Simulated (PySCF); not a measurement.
# Geometry relaxation, with input and output: C₂F₄ (part 1 of 2)

C₂F₄, SMILES FC(F)=C(F)F, computed with HF/3-21G, RHF (PySCF 2.14.0).

The geometry comes from this level: PBE0-D4/def2-TZVP symmetrised. Figures and captions count atoms from 1; the log counts them from 0 in places.

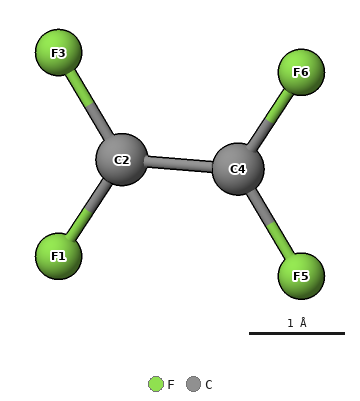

The input geometry (ball-and-stick view, seen at a tilt; atoms are numbered from 1 in the order of the input).

Input file (calc.py)
```python
from pyscf import gto, symm
from pyscf.hessian import thermo
from pyscf.geomopt.geometric_solver import kernel as optimise

mol = gto.Mole()
mol.atom = 'mol.xyz'
mol.max_memory = 1860
mol.spin = 0
mol.charge = 0
mol.verbose = 3
mol.basis = '3-21g'
mol.build()

hf = mol.RHF()
hf.conv_tol = 1e-10
converged, mol_eq = optimise(hf, maxsteps=80)
print('converged:', converged)
print(mol_eq.tostring())

hf.reset(mol_eq)
mol = mol_eq
hf.kernel()
e_tot = hf.e_tot
print(f'total energy: {e_tot:.8f} hartree')
hess = hf.Hessian().kernel()
modes = thermo.harmonic_analysis(mol, hess)
thermo.dump_normal_mode(mol, modes)
symm.geom.TOLERANCE = 1e-3  # for the symmetry number
th = thermo.thermo(hf, modes['freq_au'], 298.15, 101325)
thermo.dump_thermo(mol, th)
```

File mol.xyz
```
6

F      1.162180    -1.123842    -0.700296
C      0.195438    -0.629505     0.033387
F     -0.344509    -1.509914     0.839984
C     -0.195436     0.629505    -0.033385
F      0.344540     1.509926    -0.839950
F     -1.162212     1.123831     0.700263
```

Machine: 1 thread of Arm Neoverse V2, 24 GiB of memory available, shared host.

Launch command:
```bash
OMP_NUM_THREADS=1 python calc.py
```

The program's output
```
#|     Arguments passed to driver run_optimizer():      |#
customengine              <pyscf.geomopt.geometric_solver.PySCFEngine object>
maxiter                   80
----------------------------------------------------------
Custom engine selected.
Bonds will be generated from interatomic distances less than 1.20 times sum of covalent radii
18 internal coordinates being used (instead of 18 Cartesians)
Internal coordinate system (atoms numbered from 1):
Distance 1-2
Distance 2-3
Distance 2-4
Distance 4-5
Distance 4-6
Angle 1-2-4
Angle 3-2-4
Angle 2-4-6
Angle 5-4-6
Out-of-Plane 2-1-3-4
Out-of-Plane 4-2-5-6
Dihedral 1-2-4-5
Dihedral 1-2-4-6
Dihedral 3-2-4-5
Dihedral 3-2-4-6
Translation-X 1-6
Translation-Y 1-6
Translation-Z 1-6
Rotation-A 1-6
Rotation-B 1-6
Rotation-C 1-6
<class 'geometric.internal.Distance'> : 5
<class 'geometric.internal.Angle'> : 4
<class 'geometric.internal.OutOfPlane'> : 2
<class 'geometric.internal.Dihedral'> : 4
<class 'geometric.internal.TranslationX'> : 1
<class 'geometric.internal.TranslationY'> : 1
<class 'geometric.internal.TranslationZ'> : 1
<class 'geometric.internal.RotationA'> : 1
<class 'geometric.internal.RotationB'> : 1
<class 'geometric.internal.RotationC'> : 1
> ===== Optimization Info: ====
> Job type: Energy minimization
> Maximum number of optimization cycles: 80
> Initial / maximum trust radius (Angstrom): 0.100 / 0.300
> Convergence Criteria:
> Will converge when all 5 criteria are reached:
>  |Delta-E| < 1.00e-06
>  RMS-Grad  < 3.00e-04
>  Max-Grad  < 4.50e-04
>  RMS-Disp  < 1.20e-03
>  Max-Disp  < 1.80e-03
> === End Optimization Info ===

Geometry optimization cycle 1
Cartesian coordinates (Angstrom)
 Atom        New coordinates             dX        dY        dZ
   F   1.162180  -1.123842  -0.700296    0.000000  0.000000  0.000000
   C   0.195438  -0.629505   0.033387    0.000000  0.000000  0.000000
   F  -0.344509  -1.509914   0.839984    0.000000  0.000000  0.000000
   C  -0.195436   0.629505  -0.033385    0.000000  0.000000  0.000000
   F   0.344540   1.509926  -0.839950   -0.000000  0.000000  0.000000
   F  -1.162212   1.123831   0.700263    0.000000  0.000000  0.000000

WARN: Mole.unit (angstrom) is changed to Bohr

converged SCF energy = -470.852710062265
--------------- RHF_Scanner gradients ---------------
         x                y                z
0 F    -0.0170775899     0.0078022987     0.0132773158
1 C     0.0178640067    -0.0575293212     0.0030483145
2 F     0.0100710591     0.0147571407    -0.0144715298
3 C    -0.0178627531     0.0575282641    -0.0030486499
4 F    -0.0100696000    -0.0147562369     0.0144729054
5 F     0.0170748772    -0.0078021453    -0.0132783561
----------------------------------------------
cycle 1: E = -470.852710062  dE = -470.853  norm(grad) = 0.0969056
Step    0 : Gradient = 3.956e-02/6.032e-02 (rms/max) Energy = -470.8527100623
Hessian Eigenvalues: 2.30000e-02 2.72762e-02 2.83575e-02 ... 6.43744e-01 6.43752e-01 6.43755e-01

Geometry optimization cycle 2
Cartesian coordinates (Angstrom)
 Atom        New coordinates             dX        dY        dZ
   F   1.173831  -1.104425  -0.717787    0.011651  0.019417 -0.017491
   C   0.191239  -0.616285   0.032771   -0.004199  0.013220 -0.000616
   F  -0.363132  -1.501942   0.854595   -0.018623  0.007972  0.014611
   C  -0.191776   0.612482  -0.030966    0.003660 -0.017023  0.002419
   F   0.362574   1.498135  -0.852808    0.018034 -0.011791 -0.012858
   F  -1.172735   1.112037   0.714199   -0.010523 -0.011794  0.013936
converged SCF energy = -470.855184501656
--------------- RHF_Scanner gradients ---------------
         x                y                z
0 F    -0.0001983846     0.0034587347    -0.0009996202
1 C     0.0001099972     0.0013652689    -0.0005717786
2 F    -0.0017896712     0.0032189475     0.0005664641
3 C     0.0007385053    -0.0035690192     0.0005341934
4 F     0.0009381669    -0.0027110685     0.0000523613
5 F     0.0002013864    -0.0017628634     0.0004183800
----------------------------------------------
cycle 2: E = -470.855184502  dE = -0.00247444  norm(grad) = 0.00736306
Step    1 : Displace = 2.243e-02/2.861e-02 (rms/max) Trust = 1.000e-01 (=) Grad = 3.006e-03/3.726e-03 (rms/max) E (change) = -470.8551845017 (-2.474e-03) Quality = 0.897
Hessian Eigenvalues: 2.30000e-02 2.72762e-02 2.83575e-02 ... 6.43744e-01 6.43754e-01 7.45651e-01

Geometry optimization cycle 3
Cartesian coordinates (Angstrom)
 Atom        New coordinates             dX        dY        dZ
   F   1.167790  -1.142876  -0.698978   -0.006042 -0.038451  0.018809
   C   0.189611  -0.610233   0.032219   -0.001628  0.006052 -0.000551
   F  -0.344844  -1.521564   0.844264    0.018288 -0.019622 -0.010331
   C  -0.188865   0.622170  -0.037006    0.002911  0.009688 -0.006040
   F   0.348392   1.530783  -0.850734   -0.014182  0.032648  0.002074
   F  -1.172084   1.121722   0.710238    0.000651  0.009685 -0.003960
converged SCF energy = -470.854972163433
--------------- RHF_Scanner gradients ---------------
         x                y                z
0 F    -0.0000235723    -0.0059654475     0.0020682639
1 C    -0.0050630349     0.0119572425     0.0006284600
2 F     0.0033246805    -0.0057355976    -0.0011383948
3 C     0.0023075608    -0.0050738027    -0.0004146835
4 F    -0.0000587834     0.0041218662    -0.0013592681
5 F    -0.0004868507     0.0006957392     0.0002156225
----------------------------------------------
cycle 3: E = -470.854972163  dE = 0.000212338  norm(grad) = 0.0174632
Step    2 : Displace = 2.663e-02/4.328e-02 (rms/max) Trust = 1.414e-01 (+) Grad = 7.129e-03/1.300e-02 (rms/max) E (change) = -470.8549721634 (+2.123e-04) Quality = -0.560
Hessian Eigenvalues: 2.30000e-02 2.72762e-02 2.83575e-02 ... 6.43747e-01 6.43759e-01 8.41684e-01

Geometry optimization cycle 4
Cartesian coordinates (Angstrom)
 Atom        New coordinates             dX        dY        dZ
   F   1.172761  -1.123722  -0.710195    0.004971  0.019154 -0.011217
   C   0.191592  -0.616737   0.032600    0.001981 -0.006504  0.000380
   F  -0.355470  -1.512383   0.851044   -0.010627  0.009182  0.006780
   C  -0.190355   0.617200  -0.033909   -0.001490 -0.004969  0.003097
   F   0.353634   1.515987  -0.850555    0.005242 -0.014795  0.000179
   F  -1.172160   1.119655   0.711019   -0.000076 -0.002067  0.000780
converged SCF energy = -470.855347024013
--------------- RHF_Scanner gradients ---------------
         x                y                z
0 F     0.0004341005    -0.0006792757    -0.0001730636
1 C    -0.0005119990     0.0003554418     0.0003568357
2 F     0.0000141868    -0.0008540340     0.0002799002
3 C     0.0004513944    -0.0001401016    -0.0003732988
4 F    -0.0001463685     0.0010067877    -0.0002085455
5 F    -0.0002413142     0.0003111818     0.0001181721
----------------------------------------------
cycle 4: E = -470.855347024  dE = -0.000374861  norm(grad) = 0.00190101
Step    3 : Displace = 1.351e-02/2.277e-02 (rms/max) Trust = 1.331e-02 (-) Grad = 7.761e-04/1.039e-03 (rms/max) E (change) = -470.8553470240 (-3.749e-04) Quality = 0.967
Hessian Eigenvalues: 2.30000e-02 2.72762e-02 2.83575e-02 ... 6.43749e-01 6.50066e-01 8.26639e-01

Geometry optimization cycle 5
Cartesian coordinates (Angstrom)
 Atom        New coordinates             dX        dY        dZ
   F   1.172263  -1.118461  -0.711524   -0.000498  0.005261 -0.001329
   C   0.191107  -0.615546   0.032640   -0.000485  0.001190  0.000040
   F  -0.354185  -1.512247   0.849790    0.001285  0.000136 -0.001254
   C  -0.192866   0.617036  -0.031511   -0.002510 -0.000165  0.002398
   F   0.357632   1.507740  -0.851467    0.003998 -0.008247 -0.000912
   F  -1.173950   1.121480   0.712076   -0.001790  0.001825  0.001057
converged SCF energy = -470.855348327154
--------------- RHF_Scanner gradients ---------------
         x                y                z
0 F    -0.0000688764    -0.0002398187     0.0001471915
1 C     0.0001841860     0.0008202522    -0.0004541792
2 F     0.0002443879     0.0000815269    -0.0002562468
3 C    -0.0002364799     0.0004189827     0.0000766683
4 F     0.0002600191    -0.0010607025     0.0001210244
5 F    -0.0003832367    -0.0000202406     0.0003655418
----------------------------------------------
cycle 5: E = -470.855348327  dE = -1.30314e-06  norm(grad) = 0.00168955
Step    4 : Displace = 4.816e-03/9.197e-03 (rms/max) Trust = 1.883e-02 (+) Grad = 6.898e-04/1.099e-03 (rms/max) E (change) = -470.8553483272 (-1.303e-06) Quality = 0.107
Hessian Eigenvalues: 2.30000e-02 2.72762e-02 2.83575e-02 ... 6.48045e-01 7.08482e-01 8.23282e-01

Geometry optimization cycle 6
Cartesian coordinates (Angstrom)
 Atom        New coordinates             dX        dY        dZ
   F   1.172525  -1.119559  -0.711394    0.000262 -0.001098  0.000131
   C   0.191408  -0.616566   0.032709    0.000301 -0.001019  0.000069
   F  -0.355828  -1.511189   0.850963   -0.001643  0.001057  0.001173
   C  -0.191343   0.616427  -0.032725    0.001523 -0.000608 -0.001214
   F   0.355681   1.511300  -0.850866   -0.001951  0.003560  0.000602
   F  -1.172442   1.119588   0.711315    0.001508 -0.001892 -0.000761
converged SCF energy = -470.855354665476
--------------- RHF_Scanner gradients ---------------
         x                y                z
0 F    -0.0000939687     0.0001458039     0.0000381681
1 C    -0.0000177794     0.0000531418    -0.0000020285
2 F    -0.0000135028     0.0001360934    -0.0000340890
3 C     0.0000505279    -0.0001575608     0.0000065211
4 F    -0.0000222469    -0.0000839320     0.0000495554
5 F     0.0000969700    -0.0000935462    -0.0000581271
----------------------------------------------
cycle 6: E = -470.855354665  dE = -6.33832e-06  norm(grad) = 0.000336905
Step    5 : Displace = 2.417e-03/4.095e-03 (rms/max) Trust = 2.408e-03 (-) Grad = 1.375e-04/1.776e-04 (rms/max) E (change) = -470.8553546655 (-6.338e-06) Quality = 0.889
Hessian Eigenvalues: 2.30000e-02 2.72762e-02 2.83575e-02 ... 6.48080e-01 7.55039e-01 7.75024e-01

Geometry optimization cycle 7
Cartesian coordinates (Angstrom)
 Atom        New coordinates             dX        dY        dZ
   F   1.172620  -1.120159  -0.711283    0.000095 -0.000600  0.000110
   C   0.191446  -0.616618   0.032696    0.000038 -0.000052 -0.000014
   F  -0.355547  -1.511674   0.850869    0.000281 -0.000484 -0.000093
   C  -0.191434   0.616660  -0.032716   -0.000091  0.000233  0.000009
   F   0.355548   1.511704  -0.850877   -0.000133  0.000404 -0.000011
   F  -1.172632   1.120087   0.711314   -0.000190  0.000500 -0.000001
converged SCF energy = -470.855354830045
--------------- RHF_Scanner gradients ---------------
         x                y                z
0 F     0.0000393762    -0.0000510116    -0.0000197287
1 C     0.0000214022    -0.0000789123     0.0000076971
2 F    -0.0000021142    -0.0000506982     0.0000192269
3 C    -0.0000179643     0.0001123367    -0.0000212699
4 F     0.0000025274     0.0000318318    -0.0000133962
5 F    -0.0000432273     0.0000364536     0.0000274707
----------------------------------------------
cycle 7: E = -470.85535483  dE = -1.64569e-07  norm(grad) = 0.000181043
```

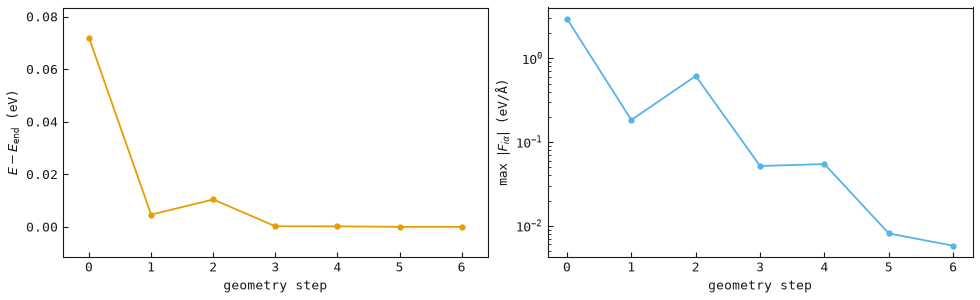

Progress of the relaxation, step by step (steps are counted from 0).

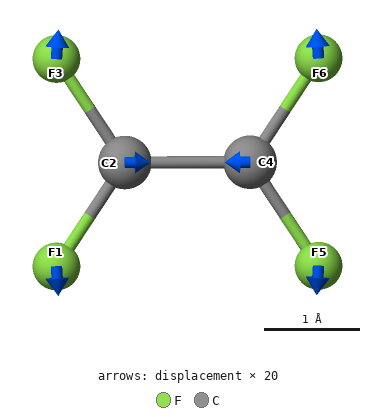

The starting structure with the displacements as blue arrows, magnified 20 times (ball-and-stick view, seen on its broad side). The two geometries are laid on each other by the best rigid fit. The largest moves after the best rigid fit, 0.016 Å, are those of F1, F3, F5 and F6. Largest moves by element: F 0.016 Å, C 0.014 Å. Among the contacts that change: C2–C4 1.320 → 1.293 Å, C2–F3 1.310 → 1.330 Å. After 6 geometry steps the energy has fallen by 0.072 eV. The largest force component goes from 3 to 0.0058 eV/Å. (Atoms are counted from 1 in the order of the input.)
